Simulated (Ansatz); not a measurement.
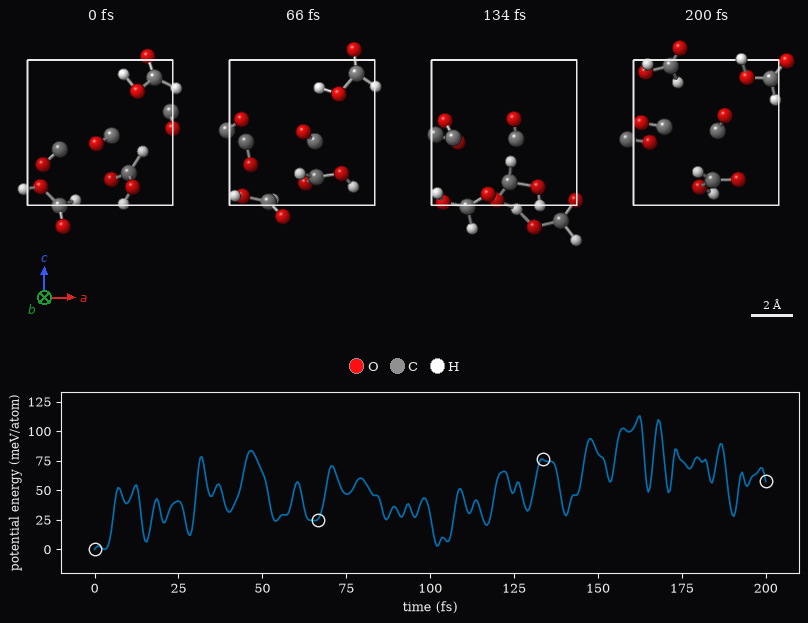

First-principles dynamics of a periodic cell with 3 HCOOH + 3 CO at 1.016 g/cm³, 200 fs long. It starts from the last geometry of an earlier run, with fresh velocities. Frames and the history of the run. Style: ball-and-stick. Shown: the simulation cell, along the b axis. Atoms that leave the cell re-enter on the other side.

These are results of DFT PBEsol, scalar-relativistic, plane waves, PAW in Ansatz 0.2.0, not measurements. Settings: plane-wave cutoff 420 eV; k-point mesh 1 × 1 × 1; Fermi-Dirac smearing 0.02 eV; Langevin thermostat (NVT); set temperature 1500 K; time step 0.5 fs; friction 0.01 per fs.

Input file:
```yaml
crystal:
  lattice:
    - [7.133492, 0.0, 0.0]
    - [0.0, 7.133492, 0.0]
    - [0.0, 0.0, 7.133492]
  atoms:
    - { symbol: O, position: [0.75315131, 0.00719596, 0.78054267] }
    - { symbol: C, position: [0.86886094, 0.12541401, 0.87440496] }
    - { symbol: O, position: [0.82308691, 0.20268158, 1.01978304] }
    - { symbol: H, position: [0.65751545, 0.02449305, 0.89708964] }
    - { symbol: H, position: [1.0189531, 0.14817666, 0.80132452] }
    - { symbol: O, position: [0.71948517, 0.66969551, 0.12189195] }
    - { symbol: C, position: [0.69385716, 0.82929022, 0.21838997] }
    - { symbol: O, position: [0.57439699, 0.93920443, 0.17407736] }
    - { symbol: H, position: [0.65689356, 0.7044089, 0.00604226] }
    - { symbol: H, position: [0.78917882, 0.81196945, 0.36668293] }
    - { symbol: O, position: [0.08681022, 0.46619563, 0.12410658] }
    - { symbol: C, position: [0.2168594, 0.48516115, -0.0066383] }
    - { symbol: O, position: [0.24137708, 0.40539574, -0.14905325] }
    - { symbol: H, position: [-0.03112177, 0.39957008, 0.10730786] }
    - { symbol: H, position: [0.3267469, 0.62116459, 0.03168102] }
    - { symbol: O, position: [-0.00462155, 0.40703823, 0.52443924] }
    - { symbol: C, position: [-0.01724954, 0.51887972, 0.63979827] }
    - { symbol: O, position: [1.10296348, 0.85179298, 0.2758402] }
    - { symbol: C, position: [1.21835186, 0.8665766, 0.38097211] }
    - { symbol: O, position: [0.4701785, 0.23241924, 0.42025566] }
    - { symbol: C, position: [0.57551514, 0.33355276, 0.47541923] }
basis:
  ecutwfc: 420.0
kpoints:
  mp_grid: { grid: [1, 1, 1] }
hamiltonian:
  xc: pbesol
scf:
  occupations: { method: fermi_dirac, width: 0.02 }
  lower_state_search: "off"
md:
  timestep: 0.5
  n_steps: 400
  ensemble: nvt_langevin
  temperature: 1500.0
  initial_velocities: maxwell_boltzmann
  seed: 67404
  friction: 0.01
```

Launched with:
```bash
ansatz run input.yaml --threads 1 --pin off --max-ram 3072MiB --backend cpu --events-out ev --progress --plain --runs-dir out
```

What happens in this trajectory?

In the second half of the run the atoms are, in the root-mean-square, this far from where they began (common drift taken out): H 1.43 Å, C 1.36 Å, O 1.31 Å. The molecules turn and drift from their places. Bond changes: one H–O contact opens and closes in turn; one H–O bond breaks at about 166 fs; one H–O bond forms at about 189 fs. The mean temperature in the second half is 1701 K (standard deviation 236 K). The potential energy in the second half lies on average 60.2 meV per atom above the first frame.

Limits of the set-up: the periodic images lie only 7.1 Å apart, so the values are limited by the cell's size.
